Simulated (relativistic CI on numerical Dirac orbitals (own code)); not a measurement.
```
atom Co  Z=27  charge=3  electrons=24
nucleus A=59  rms_radius_fm=3.7875
hamiltonian dirac-coulomb  breit=on  qed=on  c_scale=1
orbitals kli  potential=per-configuration
slater_scale 0.85
correlation lda-sx
mixing on
configurations
  [Ar] 3d6
  [Ar] 3d5 4s
  [Ar] 3d5 4p
  [Ar] 3d5 4d
  [Ar] 3d5 5s
  [Ne] 3s2 3p5 3d7
  [Ar] 3d5 5p
  [Ar] 3d5 4f
  [Ar] 3d5 5d
  [Ar] 3d4 4s 4p
  [Ar] 3d5 6s
  [Ar] 3d5 6p
  [Ar] 3d5 5f
  [Ar] 3d5 5g
  [Ar] 3d5 6d
  [Ar] 3d4 4s2
  [Ar] 3d3 4s2 4p
  [Ar] 3d3 4s2 4d
  [Ar] 3d3 4s2 5s
  [Ar] 3d3 4s2 5p
  [Ar] 3d4 4p2
  [Ar] 3d3 4s 4p2
  [Ar] 3d3 4p3
  [Ar] 3d3 4p2 4d
  [Ar] 3d3 4p2 5s
  [Ar] 3d3 4p2 5p
end
```

Launched with (the task file carries these settings):
```bash
python run_levels.py task.json out
```

The calculation used relativistic configuration interaction, KLI exchange-only orbitals, Breit term, model QED, valence Slater integrals scaled by 0.85 (in-house radial CI code). The envelope is a Gaussian of full width 0.2 eV, scaled to the tallest stick.

The plot shows absorption lines from the lowest level (oscillator strengths f):

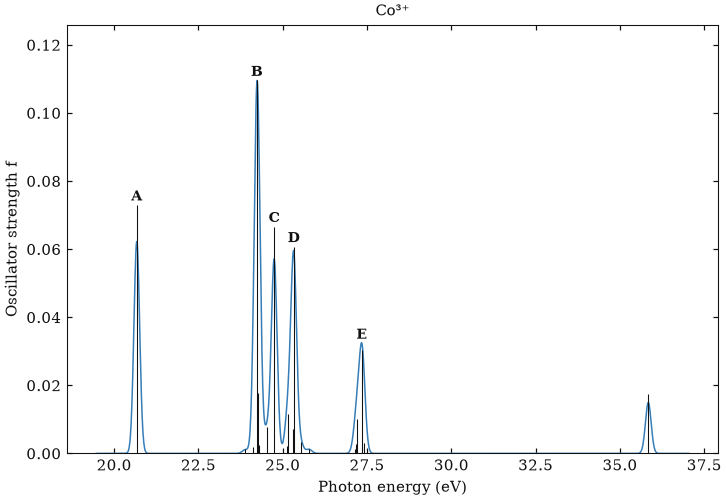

The lettered lines are A: 3d⁵ 4p ⁵P°₃ ← 3d⁶ ⁵D₄, 20.67 eV, f = 0.073; B: 3d⁵ 4p ⁵F°₅ ← 3d⁶ ⁵D₄, 24.23 eV, f = 0.11; C: 3d⁵ 4p ⁵P°₃ ← 3d⁶ ⁵D₄, 24.74 eV, f = 0.067; D: 3d⁵ 4p ⁵D°₄ ← 3d⁶ ⁵D₄, 25.33 eV, f = 0.061; E: 3d⁵ 4p ⁵D°₄ ← 3d⁶ ⁵D₄, 27.35 eV, f = 0.030. The strongest, B, lies in the extreme ultraviolet region.

Caveat: near-neutral ion: configurations can be misplaced by up to about 10000 cm⁻¹, over 20000 where the f count changes; rates and lifetimes follow the computed energies and can be off by orders of magnitude; only a limited list of configurations is included, so lower levels can be missing; only lines among the lowest 400 of 9784 levels are drawn, so those from 3d⁵ 5p, 3d⁵ 4d and 3d⁵ 5s are incomplete.
